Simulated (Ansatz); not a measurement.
# Mending a geometry relaxation on WH$_{2}$OF$_{4}$

System: WH$_{2}$OF$_{4}$.
Method of run A: RHF/def2-SVP (Ansatz 0.2.0).

The run did not end well. The input holds or restrains some coordinates. Forces given for the steps count only the free coordinates. Text and figures count atoms from 1; the logs count them from 0 in places.

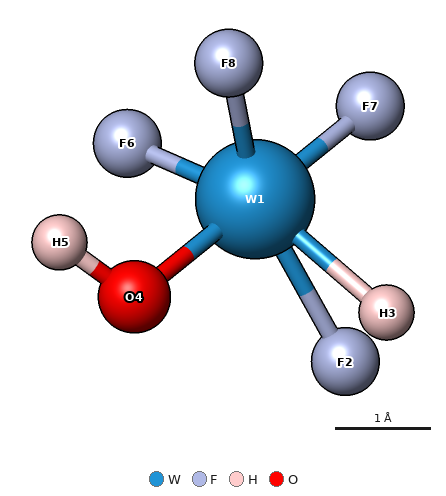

Fig. 1: The structure as given in the input (ball-and-stick view, seen at a tilt; atoms are numbered from 1 in the order of the input). Sticks mark near contacts.

## Input file, run A
```yaml
crystal:
  periodic: [false, false, false]
  atoms:
    - { symbol: W, position_ang: [0.0, 0.0, 0.0] }
    - { symbol: F, position_ang: [0.9293, 0.0, 1.8273] }
    - { symbol: H, position_ang: [1.7303, 0.0, 0.8322] }
    - { symbol: O, position_ang: [0.0, 1.94, 0.0] }
    - { symbol: H, position_ang: [-0.6343, 2.2771, -0.71] }
    - { symbol: F, position_ang: [-1.85, 0.0, 0.0] }
    - { symbol: F, position_ang: [0.0, -1.85, 0.0] }
    - { symbol: F, position_ang: [0.0, 0.0, -1.85] }
basis:
  gaussian: { orbitals: def2-SVP }
hamiltonian:
  xc: hf
relax:
  f_tol: 0.15
  max_steps: 25
  restrain:
    - { distance: [1, 2], at: 0.92, k: 30.0 }
    - { distance: [0, 1], at: 3.05, k: 30.0 }
    - { distance: [0, 2], at: 2.92, k: 30.0 }
```

Launched with:
```bash
ansatz run input.yaml --threads 2 --pin off --max-ram 3072MiB --backend cpu --events-out ev --progress --plain --runs-dir out
```

Hardware: 2 threads of Arm Neoverse V2, 24 GiB of memory available, shared host.

## Output, shortened to warnings, some set-up lines, iterations and results (run A)
```
Error: geometry relaxation did not converge after 25 steps: max|allowed force component| = 1.01e0 eV/Å without the restraints, 1.21e0 eV/Å with the forces of `relax.restrain` added, the figure compared with `relax.f_tol` (threshold 1.5e-1). Raise `relax.max_steps` over both its present limit and 25, loosen `relax.f_tol`, or start from a geometry closer to equilibrium; or lower a very stiff …
[...]
mean field evaluation 1: about -14673.3024 eV, gradient 7.8e1 eV
mean field evaluation 2: about -14673.5066 eV, gradient 7.8e1 eV
mean field evaluation 4: about -14686.1691 eV, gradient 7.6e0 eV
mean field evaluation 8: about -14686.4837 eV, gradient 7.9e-1 eV
mean field evaluation 16: about -14686.5492 eV, gradient 1.7e-1 eV
[... 32 lines ...]
mean field evaluation 512: about -14691.8542 eV, gradient 2.0e-2 eV
relax step  22: F+E_penalty+E_count = -14691.85421663 eV  Δ(F+E_penalty+E_count) = -1.087e-2 eV  max|allowed force component| = 6.263e-1 eV/Å  E_restraint = 0.00265384 eV  …
relax step  23: F+E_penalty+E_count = -14691.86844828 eV  Δ(F+E_penalty+E_count) = -1.423e-2 eV  max|allowed force component| = 1.287e0 eV/Å  E_restraint = 0.00803755 eV  …
relax step  24: F+E_penalty+E_count = -14691.91313430 eV  Δ(F+E_penalty+E_count) = -4.469e-2 eV  max|allowed force component| = 1.013e0 eV/Å  E_restraint = 0.00628621 eV  …
relax step  25: F+E_penalty+E_count = -14691.89422945 eV  Δ(F+E_penalty+E_count) = +1.890e-2 eV  max|allowed force component| = 2.446e0 eV/Å  E_restraint = 0.02371787 eV  …
  distance F 1 - H 2 = 0.9570 Å
  distance W 0 - F 1 = 3.0537 Å
  distance W 0 - H 2 = 2.9342 Å
[...]
```

### Diagnose this run and give a change of the input that cures it.

The run did not converge: “geometry relaxation did not converge after 25 steps: max|allowed force component| = 1.01e0 eV/Å without the restraints, 1.21e0 eV/Å with the forces of `relax.restrain` added, the figure compared with `relax.f_tol` (threshold 1.5e-1). Raise `relax.max_steps` over both its present limit and 25, loosen `relax.f_tol`, or start from a geometry closer to equilibrium …” Its last values are not results.

A run of the same system that converges differs from this input as follows (lines with − go, lines with + come):
```diff
-    - { distance: [1, 2], at: 0.92, k: 30.0 }
-    - { distance: [0, 1], at: 3.05, k: 30.0 }
-    - { distance: [0, 2], at: 2.92, k: 30.0 }
+    - { distance: [1, 2], at: 2.12, k: 30.0 }
+    - { distance: [0, 1], at: 1.85, k: 30.0 }
+    - { distance: [0, 2], at: 1.72, k: 30.0 }
```

## Output, shortened to warnings, some set-up lines, iterations and results (run B)
```
[...]
mean field evaluation 1: about -14673.3024 eV, gradient 7.8e1 eV
mean field evaluation 2: about -14673.5066 eV, gradient 7.8e1 eV
mean field evaluation 4: about -14686.1691 eV, gradient 7.6e0 eV
mean field evaluation 8: about -14686.4837 eV, gradient 7.9e-1 eV
mean field evaluation 16: about -14686.5492 eV, gradient 1.7e-1 eV
[... 19 lines ...]
relax step   8: F+E_penalty+E_count = -14691.41276689 eV  Δ(F+E_penalty+E_count) = -1.514e-2 eV  max|allowed force component| = 5.616e-1 eV/Å  E_restraint = 0.00372466 eV  …
relax step   9: F+E_penalty+E_count = -14691.42020032 eV  Δ(F+E_penalty+E_count) = -7.433e-3 eV  max|allowed force component| = 5.772e-1 eV/Å  E_restraint = 0.00486938 eV  …
relax step  10: F+E_penalty+E_count = -14691.41372045 eV  Δ(F+E_penalty+E_count) = +6.480e-3 eV  max|allowed force component| = 6.411e-1 eV/Å  E_restraint = 0.01666603 eV  …
relax step  11: F+E_penalty+E_count = -14691.43558605 eV  Δ(F+E_penalty+E_count) = -1.539e-2 eV  max|allowed force component| = 6.559e-1 eV/Å  E_restraint = 0.00728543 eV  …
mean field evaluation 416: about -14691.4355 eV, gradient 3.6e-3 eV
mean field -14691.43558605 eV, -539.9002995747 hartree, gradient 2.3e-5 eV, S^2 0.000000; 1 other end points of the search recorded, 0 dependent functions left out
the calculation of the forces begins
reference -14691.43558605 eV, -539.9002995747 hartree; 30, 30 occupied and 82, 82 virtual orbitals, 1156 factors
Total energy: -14691.43558605 eV, -539.9002995747 hartree
Atom 0 at    -0.039297     0.022405     0.055841 Å, force     0.655867    -0.045175     0.097003 eV/Å
Atom 1 at     0.247004     0.180769     1.874023 Å, force    -0.235278     0.041324     0.211448 eV/Å
Atom 2 at     1.644504    -0.046955     0.282970 Å, force    -0.324128     0.030113    -0.281917 eV/Å
Atom 3 at    -0.140058     1.818997    -0.143155 Å, force    -0.055861     0.054584    -0.036699 eV/Å
Atom 4 at    -0.136222     2.611977    -0.660818 Å, force     0.039783     0.006871     0.032008 eV/Å
Atom 5 at    -1.781307    -0.409882     0.568662 Å, force    -0.024565    -0.015563     0.036823 eV/Å
Atom 6 at     0.203862    -1.799435    -0.097892 Å, force    -0.037021    -0.048607    -0.029568 eV/Å
Atom 7 at     0.176813    -0.010776    -1.780131 Å, force    -0.018796    -0.023548    -0.029098 eV/Å
Dipole moment:     0.104072     0.863346    -0.383307 e Å
```

## The two runs side by side

```csv
quantity,run A,run B
outcome,not converged,converged
total energy (hartree),–,−539.900300
largest force (eV/Å),–,0.665
basis functions,–,112
wall time (shared host),47 s,24 s
```
